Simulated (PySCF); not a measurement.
C2H6, SMILES `CC`.

Level of theory: PBE/6-31+G* (PySCF), at a geometry from GFN2-xTB. No frequency check shows the geometry to be a minimum. The basis has diffuse s and p functions alone, which still leaves polarisabilities too small, most of all across bonds.

Input script:

```python
import numpy as np
from pyscf import gto, scf, dft
from pyscf.scf import atom_ks, atom_hf
from scipy.linalg import block_diag

def solve(mol, dm0=None, hcore=None):
    mf = (dft.UKS if mol.spin else dft.RKS)(mol, xc='pbe')
    mf.grids.level = 3
    mf = mf.density_fit(auxbasis='def2-universal-jkfit')
    mf.conv_tol, mf.max_cycle = 1e-8, 80
    if hcore is not None:
        mf.get_hcore = lambda *args: hcore
    mf.kernel(dm0)
    if not mf.converged:
        mf = mf.newton().run(mf.mo_coeff, mf.mo_occ, max_cycle=30)
    assert mf.converged, 'SCF not converged'
    return mf

mol = gto.M(atom='''
C     -0.76071     0.00002     0.00001
C      0.76069     0.00001     0.00000
H     -1.14376     0.38525    -0.94235
H     -1.14354    -1.00896     0.13753
H     -1.14376     0.62351     0.80480
H      1.14374     1.00832    -0.14053
H      1.14373    -0.62584    -0.80296
H      1.14374    -0.38245     0.94348
''', basis='6-31+g*', charge=0, spin=0, verbose=4)
field = np.array([-0.002, -0.0, -0.0])  # atomic units
mol.set_common_orig(mol.atom_charges() @ mol.atom_coords() / mol.atom_charges().sum())
mf = solve(mol)
out = dict(dm0=mf.make_rdm1(), d0=mf.dip_moment(unit='AU'), e0=mf.e_tot)
for name, sign in (('p', 1), ('m', -1)):
    h = mf.get_hcore() + sign * np.einsum('x,xij->ij', field, mol.intor('int1e_r'))
    mi = solve(mol, mf.make_rdm1(), h)
    out.update({'dm' + name: mi.make_rdm1(), 'd' + name: mi.dip_moment(unit='AU'), 'e' + name: mi.e_tot})
# spherically averaged free atoms, for the promolecule
atm = atom_ks.get_atm_nrks(mol, xc='pbe')
pro = block_diag(*[(atm[a[0]][2] * atm[a[0]][3]) @ atm[a[0]][2].T for a in mol._atom])
np.savez('result.npz', pro=pro, **out)
```

Launched as:

```sh
OMP_NUM_THREADS=1 python input.py
```

The run took 6.8 s on 1 thread of Arm Neoverse V1, on a shared host, peak memory 0.27 GiB.

Partitions, critical points and surface values were worked out afterwards from this run's density.

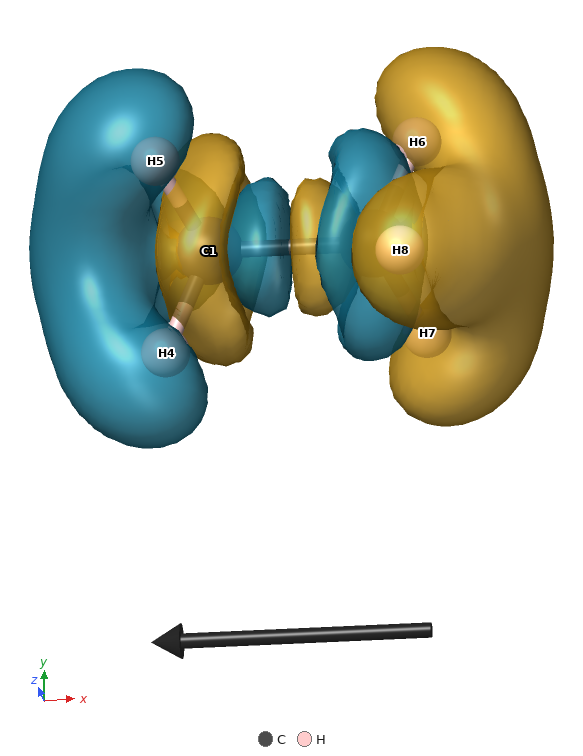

Change of the electron density in a uniform field of 0.10 V/Å along −x (arrow), surfaces at ±0.0004 e/Å³ (yellow: gain, teal: loss).

What dipole is induced, and what polarisability does it imply?

The induced dipole is 0.14 D (along the field); α along this axis, from the fields in both directions, is 27 bohr³ (4.0 Å³).

Which atoms gain and lose the most charge?

Electrons gather most on H6, H7 and H8 alike (Hirshfeld charge changes by −0.002 e) and leave H3, H4 and H5 alike most (+0.002 e); 0.014 electrons are displaced in all.
